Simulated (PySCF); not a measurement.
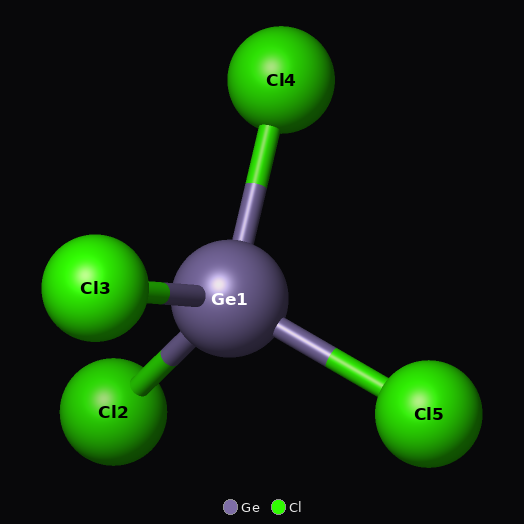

The geometry was computed by an optimisation with PBE0-D3(BJ)/def2-SVP. No frequency run is at hand to confirm it as a minimum. Properties computed with delta-SCF UKS SCAN, pcX-2 on the ionised atom (unc-x2c-TZVPall on a metal), pcseg-1 elsewhere, spin-free X2C (PySCF 2.14.0).

Give the core-electron binding energies (to vacuum; p and d levels without spin–orbit splitting) of Cl2 1s, Cl2 2p.

```csv
atom,level,binding energy (eV)
Cl2,1s,2829.3
Cl2,2p,207.2
```
